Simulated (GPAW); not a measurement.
# AlGaN2 (P3m1): G0W0 on several meshes in GPAW

Aim: the GW shift of AlGaN2 (P3m1) against the k mesh.

Method: LDA and many-body steps on it, plane waves, in GPAW 26.7.0.

## 1. Set-up

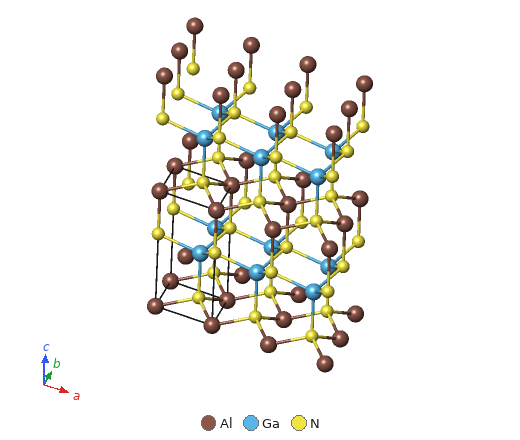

The cell as given, slightly off an axis (aluminium brown, gallium blue, nitrogen yellow). 3×2×2 cells are drawn. Bonds to atoms that aren't drawn are left out. Some periodic images of atoms are drawn too.

As a file:

```cif
data_structure
_symmetry_space_group_name_H-M 'P3m1'
_symmetry_Int_Tables_number 156
_cell_length_a 3.1453
_cell_length_b 3.1453
_cell_length_c 5.0969
_cell_angle_alpha 90.000
_cell_angle_beta 90.000
_cell_angle_gamma 120.000
_cell_volume 43.67
loop_
_atom_site_label
_atom_site_type_symbol
_atom_site_symmetry_multiplicity
_atom_site_Wyckoff_symbol
_atom_site_fract_x
_atom_site_fract_y
_atom_site_fract_z
_atom_site_occupancy
Al1 Al 1 a 0.00000 0.00000 0.99926 1
Ga1 Ga 1 c 0.66667 0.33333 0.49717 1
N1 N 1 c 0.66667 0.33333 0.11180 1
N2 N 1 a 0.00000 0.00000 0.62816 1
```

The cell and positions are those that the Materials Project relaxed with its own functionals (PBE, PBE+U or r2SCAN), kept fixed.

## 2. Empty states on the mesh, 3×3×4 mesh, 210 bands

This step: GPAW 26.7.0; DFT, LDA, plane waves, PAW.

The sums over transitions need many empty states on a uniform mesh; this step solves for them.

The input, run.py:

```python
import json
import numpy as np
from gpaw.mpi import world
from gpaw import GPAW

calc = GPAW('gs.gpw').fixed_density(kpts={'size': (3, 3, 4), 'gamma': True},
    parallel={'domain': 1, 'band': 1},
    txt='nscf.txt')
calc.diagonalize_full_hamiltonian(nbands=210)
calc.write('full.gpw', mode='all')
res = {}
kpts = calc.get_ibz_k_points()
res['kpts'] = kpts
res['eigenvalues'] = [calc.get_eigenvalues(kpt=k) for k in range(len(kpts))]
res['n_electrons'] = calc.get_number_of_electrons()

if world.rank == 0:
    with open('result.json', 'w') as f:
        json.dump(res, f, default=lambda x: x.tolist())
```

On the command line:

```
$ mpirun -n 4 gpaw python run.py
```

Numbers of over 12 decimals in the logs are rounded to 6 here.

The program printed:

```text
Diagonalizing LCAO Hamiltonian
Converting LCAO to pw mode
convergence criteria:
- Maximum integral of absolute [eigenst]ate change: 4e-08 eV^2 / valence electron
maximum number of iterations: 100

SCF iterations
|iter     |     time |      energy | eigst |  dens |
|iter:   1|  |             | +0.86 |       |
|iter:   2|  |             | -0.66 |       |
|iter:   3|  |             | -1.61 |       |
[...]
|iter:   7|  |             | -5.71 |       |
|iter:   8|  |             | -6.96 |       |
|iter:   9|  |             | -7.73c|       |
SCF steps: 9
  __  _  _
 | _ |_)|_||  |
 |__||  | ||/\| - 26.7.0

Input parameters:
  mode=PW(ecut=600.0),
  convergence={'density': 1e-06, 'bands': -3},
  gpts=array([18, 18, 30]),
  kpts=MonkhorstPack(size=(3, 3, 4), gamma=True),
  maxiter=100,
  nbands=16,
  occupations=Occupations(name='fermi-dirac', width=0.001, fixmagmom=False),
  parallel={'domain': 1, 'band': 1},
  xc=XC(name='LDA')
Matrix size: 1473x1473
# Writing to full.gpw (mode='all')
  [... matrices ...]

timing:  # [seconds]
  Total: 6.409  # ━━━━━━━━━━━━━━━━━━━━━━━━━━━━━━━━━━━━━━━━━━━━━━━━━━━━━━━━━━━
```

Wall time 11 s (4 MPI ranks of Intel Xeon Platinum 8488C (Sapphire Rapids), shared host); peak memory 1.4 GiB.

Numbers from this step:

| Item | Value |
| --- | --- |
| gap | 2.983 eV |
| k of the valence top | 0, 0, 0 |
| k of the conduction bottom | 0, 0, 0 |
| least direct gap | 2.983 eV |
| k points computed | 10 |
| lowest point of the top converged band, above the valence top | 144.4952 eV |

On this mesh the gap is 2.983 eV.

## 3. 3×3×4

G0W0 replaces the xc potential by the self-energy, built once from these orbitals. Only a window of levels is corrected, while the sums run over the empty bands that the input names.

This step: G0W0 on LDA, plane waves, PAW.

The input, run.py:

```python
import json
import numpy as np
from gpaw.mpi import world
from gpaw.response.g0w0 import G0W0

gw = G0W0('full.gpw',
    filename='gw',
    kpts=[0],
    bands=(6, 10),
    ecut=96,
    nbands=93,
    integrate_gamma='WS',
    ppa=True)
gw.calculate()
res = {mode: {k: v for k, v in r.items() if k != 'sigma_eskwn'}
       for mode, r in gw.all_results.items()}

if world.rank == 0:
    with open('result.json', 'w') as f:
        json.dump(res, f, default=lambda x: x.tolist())
```

On the command line:

```
$ mpirun -n 4 gpaw python run.py
```

The program printed:

```text
Using integrator: PointIntegrator
FrequencyGridDescriptor(from 0.000+0.000j to 0.000+27.211j eV, 2 points)
Nonperiodic BCs:  [False False False]
Using integrator: PointIntegrator
FrequencyGridDescriptor(from 0.000+0.000j to 0.000+27.211j eV, 2 points)
Nonperiodic BCs:  [False False False]
  ___  _ _ _
 |   || | | |
 | | || | | |
 |__ ||_____|
 |___|

BZ k-points: Symmetries present (total): 6

  [... matrices ...]
36 k-points: 3 x 3 x 4 Monkhorst-Pack grid + [0.000000,0.000000,1/8]
10 k-points in the irreducible part of the Brillouin zone
       k-points in crystal coordinates                weights
   0:     0.00000000    0.00000000    0.00000000          1/36
   1:     0.00000000    0.00000000    0.25000000          2/36
   2:     0.00000000    0.00000000    0.50000000          1/36
   3:     0.33333333    0.00000000   -0.25000000          6/36
   4:     0.33333333    0.00000000    0.00000000          6/36
   5:     0.33333333    0.00000000    0.25000000          6/36
   6:     0.33333333    0.00000000    0.50000000          6/36
   7:     0.33333333    0.33333333    0.00000000          2/36
   8:     0.33333333    0.33333333    0.25000000          4/36
   9:     0.33333333    0.33333333    0.50000000          2/36

Distributing spins, k-points and bands (1 x 1 x 4) over 4 processes
Number of blocks: 1

Quasi particle states:
k-points (IBZ indices): [0]
Band range: (6, 10)
  [... matrices ...]
Computational parameters:
Plane wave cut-off: 96 eV
Number of bands: 93
Coulomb cutoff: None
Broadening: 0.1 eV

fxc modes: GW
Kernel: RPA
Using Godby-Needs plasmon-pole approximation:
  Fitting energy: i*E0, E0 = 1.000 Hartree
Summing all q:

Calculating screened Coulomb potential
No Coulomb truncation
FrequencyGridDescriptor(from 0.000+0.000j to 0.000+27.211j eV, 2 points)
Removing empty qpoint cache files...

Calculating chi0 body with:
    Ground state adapter containing:
    Number of spins: 1
    Number of kpoints: 36
    Number of irreducible kpoints: 10
    Number of completely occupied states: 8
    Number of partially occupied states: 8
    Occupied states memory: 1.1865234375 M / cpu

    Linear response parametrization:
    q_c: [0.0, 0.0, 0.0]
    Number of frequency points: 2
    Planewave cutoff: 96.0
    Number of bands: 93
    Number of planewaves: 99
    Broadening (eta): 1e-06
    comm.size: 4
    kncomm.size: 4
    blockcomm.size: 1

    Memory estimate of potentially large arrays:
        chi0_wGG: 0.299103 M / cpu
Integrating chi0 body.

Symmetries of q_c:
    Direct symmetries (Uq -> q): 6
    Indirect symmetries (TUq -> q): 6
In total 12 allowed symmetries.

  [... matrices ...]
10 groups of equivalent kpoints. 72.222222% reduction.

Integral kind: response function
Integrating chi0 head and wings.

Symmetries of q_c:
    Direct symmetries (Uq -> q): 6
    Indirect symmetries (TUq -> q): 6
In total 12 allowed symmetries.

  [... matrices ...]
10 groups of equivalent kpoints. 72.222222% reduction.

Integral kind: response function wings

Calculating chi0 body with:
    Ground state adapter containing:
    Number of spins: 1
    Number of kpoints: 36
    Number of irreducible kpoints: 10
    Number of completely occupied states: 8
    Number of partially occupied states: 8
    Occupied states memory: 1.1865234375 M / cpu

[... the further q-points ...]

Results:
f:      Occupation numbers
eps:     KS-eigenvalues [eV]
vxc:     KS vxc [eV]
exx:     Exact exchange [eV]
sigma:   Self-energies [eV]
dsigma:  Self-energy derivatives
Z:       Renormalization factors
qp:      QP-energies [eV]

k-point 0 (0): (0.000, 0.000, 0.000)                GW
band       f     eps     vxc     exx   sigma  dsigma       Z      qp
                                                                   GW
   6   1.000   6.019 -18.752 -22.396   3.243  -0.268   0.789   5.703
   7   1.000   6.019 -18.752 -22.396   3.243  -0.268   0.789   5.703
   8   0.000   9.003 -15.771 -10.794  -3.501  -0.223   0.817  10.210
   9   0.000  11.561 -14.508  -8.738  -4.190  -0.213   0.824  12.864
```

Run time: 16 s. Hardware: 4 MPI ranks; peak memory 1.1 GiB; 61 s of CPU time.

This step gave:

- G0W0 gap on the points computed: 4.507 eV
- least direct G0W0 gap on the computed points: 4.507 eV
- Z at the valence top: 0.7888
- Z at the conduction bottom: 0.8174
- starting gap on the mesh: 2.983 eV
- k of the valence top: 0, 0, 0
- k of the conduction bottom: 0, 0, 0

The gap on the mesh goes from 2.98 eV to 4.51 eV, a correction of +1.52 eV.

## 4. Empty states on the mesh, 3×3×2 mesh, 103 bands

This step: DFT, LDA, plane waves, PAW.

The input, run.py:

```python
import json
import numpy as np
from gpaw.mpi import world
from gpaw import GPAW

calc = GPAW('gs.gpw').fixed_density(kpts={'size': (3, 3, 2), 'gamma': True},
    nbands=120,
    convergence={'bands': 103},
    txt='nscf.txt')
calc.write('full.gpw', mode='all')
res = {}
kpts = calc.get_ibz_k_points()
res['kpts'] = kpts
res['eigenvalues'] = [calc.get_eigenvalues(kpt=k) for k in range(len(kpts))]
res['n_electrons'] = calc.get_number_of_electrons()

if world.rank == 0:
    with open('result.json', 'w') as f:
        json.dump(res, f, default=lambda x: x.tolist())
```

On the command line:

```
$ mpirun -n 4 gpaw python run.py
```

The program printed:

```text
Diagonalizing LCAO Hamiltonian
Converting LCAO to pw mode
convergence criteria:
- Maximum integral of absolute [eigenst]ate change: 4e-08 eV^2 / valence electron
maximum number of iterations: 100

SCF iterations
|iter     |     time |      energy | eigst |  dens |
|iter:   1|  |             | +4.44 |       |
|iter:   2|  |             | +3.28 |       |
|iter:   3|  |             | +2.15 |       |
[...]
|iter:  12|  |             | -6.11 |       |
|iter:  13|  |             | -6.96 |       |
|iter:  14|  |             | -7.45c|       |
SCF steps: 14
  __  _  _
 | _ |_)|_||  |
 |__||  | ||/\| - 26.7.0

Input parameters:
  mode=PW(ecut=600.0),
  convergence={'bands': 103},
  gpts=array([18, 18, 30]),
  kpts=MonkhorstPack(size=(3, 3, 2), gamma=True),
  maxiter=100,
  nbands=120,
  occupations=Occupations(name='fermi-dirac', width=0.001, fixmagmom=False),
  parallel={},
  xc=XC(name='LDA')
# Writing to full.gpw (mode='all')
  [... matrices ...]

timing:  # [seconds]
  Total: 0.094  # ━━━━━━━━━━━━━━━━━━━━━━━━━━━━━━━━━━━━━━━━━━━━━━━━━━━━━━━━━━━
```

The job ended after 10 s (4 MPI ranks; peak memory 0.69 GiB; 40 s of CPU time).

This step gave:

```
gap                                                           : 2.983 eV
k of the valence top                                          : 0, 0, 0
k of the conduction bottom                                    : 0, 0, 0
least direct gap                                              : 2.983 eV
k points computed                                             : 6
lowest point of the top converged band, above the valence top : 83.1673 eV
```

On this mesh the gap is 2.983 eV.

## 5. 3×3×2

This step: G0W0 on LDA, plane waves, PAW.

The input, run.py:

```python
import json
import numpy as np
from gpaw.mpi import world
from gpaw.response.g0w0 import G0W0

gw = G0W0('full.gpw',
    filename='gw',
    kpts=[0],
    bands=(6, 10),
    ecut=96,
    nbands=93,
    integrate_gamma='WS',
    ppa=True)
gw.calculate()
res = {mode: {k: v for k, v in r.items() if k != 'sigma_eskwn'}
       for mode, r in gw.all_results.items()}

if world.rank == 0:
    with open('result.json', 'w') as f:
        json.dump(res, f, default=lambda x: x.tolist())
```

On the command line:

```
$ mpirun -n 4 gpaw python run.py
```

The program printed:

```text
Using integrator: PointIntegrator
FrequencyGridDescriptor(from 0.000+0.000j to 0.000+27.211j eV, 2 points)
Nonperiodic BCs:  [False False False]
Using integrator: PointIntegrator
FrequencyGridDescriptor(from 0.000+0.000j to 0.000+27.211j eV, 2 points)
Nonperiodic BCs:  [False False False]
  ___  _ _ _
 |   || | | |
 | | || | | |
 |__ ||_____|
 |___|

BZ k-points: Symmetries present (total): 6

  [... matrices ...]
18 k-points: 3 x 3 x 2 Monkhorst-Pack grid + [0.000000,0.000000,1/4]
6 k-points in the irreducible part of the Brillouin zone
       k-points in crystal coordinates                weights
   0:     0.00000000    0.00000000    0.00000000          1/18
   1:     0.00000000    0.00000000    0.50000000          1/18
   2:     0.33333333    0.00000000    0.00000000          6/18
   3:     0.33333333    0.00000000    0.50000000          6/18
   4:     0.33333333    0.33333333    0.00000000          2/18
   5:     0.33333333    0.33333333    0.50000000          2/18

Distributing spins, k-points and bands (1 x 1 x 4) over 4 processes
Number of blocks: 1

Quasi particle states:
k-points (IBZ indices): [0]
Band range: (6, 10)
  [... matrices ...]
Computational parameters:
Plane wave cut-off: 96 eV
Number of bands: 93
Coulomb cutoff: None
Broadening: 0.1 eV

fxc modes: GW
Kernel: RPA
Using Godby-Needs plasmon-pole approximation:
  Fitting energy: i*E0, E0 = 1.000 Hartree
Summing all q:

Calculating screened Coulomb potential
No Coulomb truncation
FrequencyGridDescriptor(from 0.000+0.000j to 0.000+27.211j eV, 2 points)
Removing empty qpoint cache files...

Calculating chi0 body with:
    Ground state adapter containing:
    Number of spins: 1
    Number of kpoints: 18
    Number of irreducible kpoints: 6
    Number of completely occupied states: 8
    Number of partially occupied states: 8
    Occupied states memory: 1.1865234375 M / cpu

    Linear response parametrization:
    q_c: [0.0, 0.0, 0.0]
    Number of frequency points: 2
    Planewave cutoff: 96.0
    Number of bands: 93
    Number of planewaves: 99
    Broadening (eta): 1e-06
    comm.size: 4
    kncomm.size: 4
    blockcomm.size: 1

    Memory estimate of potentially large arrays:
        chi0_wGG: 0.299103 M / cpu
Integrating chi0 body.

Symmetries of q_c:
    Direct symmetries (Uq -> q): 6
    Indirect symmetries (TUq -> q): 6
In total 12 allowed symmetries.

  [... matrices ...]
6 groups of equivalent kpoints. 66.666667% reduction.

Integral kind: response function
Integrating chi0 head and wings.

Symmetries of q_c:
    Direct symmetries (Uq -> q): 6
    Indirect symmetries (TUq -> q): 6
In total 12 allowed symmetries.

  [... matrices ...]
6 groups of equivalent kpoints. 66.666667% reduction.

Integral kind: response function wings

Calculating chi0 body with:
    Ground state adapter containing:
    Number of spins: 1
    Number of kpoints: 18
    Number of irreducible kpoints: 6
    Number of completely occupied states: 8
    Number of partially occupied states: 8
    Occupied states memory: 1.1865234375 M / cpu

[... the further q-points ...]

Results:
f:      Occupation numbers
eps:     KS-eigenvalues [eV]
vxc:     KS vxc [eV]
exx:     Exact exchange [eV]
sigma:   Self-energies [eV]
dsigma:  Self-energy derivatives
Z:       Renormalization factors
qp:      QP-energies [eV]

k-point 0 (0): (0.000, 0.000, 0.000)                GW
band       f     eps     vxc     exx   sigma  dsigma       Z      qp
                                                                   GW
   6   1.000   6.019 -18.752 -22.394   3.263  -0.270   0.788   5.721
   7   1.000   6.019 -18.752 -22.394   3.263  -0.270   0.788   5.721
   8   0.000   9.003 -15.771 -10.685  -3.618  -0.226   0.815  10.200
   9   0.000  11.561 -14.508  -8.734  -4.218  -0.215   0.823  12.843
```

Run time: 8.4 s. Hardware: 4 MPI ranks; peak memory 1.1 GiB; 32 s of CPU time.

This step gave:

```yaml
g0w0_gap_on_the_points_computed: 4.479 eV
least_direct_g0w0_gap_on_the_computed_points: 4.479 eV
z_at_the_valence_top: 0.7877
z_at_the_conduction_bottom: 0.8154
starting_gap_on_the_mesh: 2.983 eV
k_of_the_valence_top: 0, 0, 0
k_of_the_conduction_bottom: 0, 0, 0
```

Against G0W0 in GPAW (3×3×4 mesh, 93 bands, screening to 96 eV, Godby-Needs plasmon pole), the gap moves by −0.027 eV.

## 6. The runs together

Times are wall times on 4 MPI ranks of Intel Xeon Platinum 8488C (Sapphire Rapids), shared host, good to a factor of about two.

```tsv
run	mesh	bands	screening cutoff (eV)	DFT gap (eV)	gap on the mesh (eV)	direct (eV)	time
3×3×4	3×3×4	93	96	2.983	4.507	4.507	16 s
3×3×2	3×3×2	93	96	2.983	4.479	4.479	8.4 s
```

## 7. Summary of results

```json
{
  "3×3×4": "4.507 eV",
  "3×3×2": "4.479 eV",
  "known limits": "not at the basis limit; no spin-orbit coupling; coarse k mesh"
}
```

**Reading.** 3×3×2: −0.027 eV against 3×3×4. Bands and cutoff are finite, so the gap is not at the basis limit. The miss can reach some tenths of an eV and take either sign; the mesh is an error of its own. These stock PAW sets were not made for GW; the filled d or f shell of Ga lies in the frozen core, which bears on start and correction. In the G0W0 runs levels were corrected at 1 k point alone, so a gap called «on the mesh» is the least over those, and an edge elsewhere would be missed. The 3×3×4 mesh is coarse for this cell, which bears on the long-range parts of exchange and screening. The many-body steps are scalar-relativistic: spin-orbit coupling is not in them.

[Paths, hosts, dates, memory and timing lines, banners, echoed tables and standing remarks are left out of the program output.]

[Logs are printed without paths, hosts, clocks, repeated set-up lines and the standing remarks that a program may print on its own settings, such as how far it seeks lower states.]

[Runs of the session that timed out or met a known fault of the program may be left out.]

[Hosts, paths, dates, database ids (printed as entryN), source tags and the programs' standing remarks are cut or masked in the printed files.]
